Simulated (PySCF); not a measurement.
Molecule: B(H)2(SeH), H3BSe, SMILES B[SeH]. Atoms near the plane z = 0.0 Å, at the PBE0/def2-SVP optimised geometry (x, y, z in Å): B1 (0.5, 0.4, 0.0), H2 (1.7, 0.4, 0.0), H3 (-0.1, 1.4, 0.0), Se4 (-0.3, -1.4, 0.0), H5 (-1.7, -0.9, 0.0).

Method: PBE0/def2-TZVP run with PySCF. Cells within 0.4 Å of a nucleus heavier than hydrogen are left out (blank, or x). The values are rescaled to run from 0 to 1.

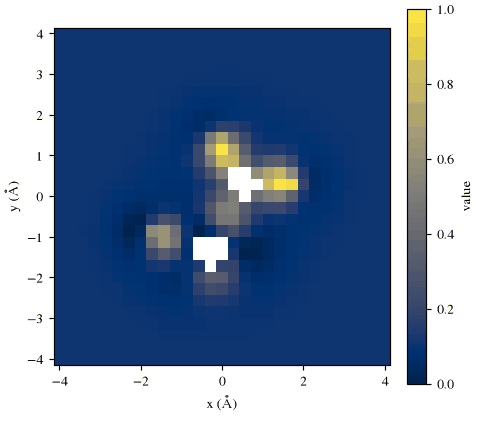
a field on the plane z = 0.0 Å.

**Question.** Which quantity is mapped?
A) Laplacian of the electron density
B) an orbital amplitude
C) electron localisation function
D) deformation density (molecule minus spherical neutral atoms)

**Answer.** D, deformation density (molecule minus spherical neutral atoms). In full: deformation density (molecule minus spherical neutral atoms) (e/bohr³).
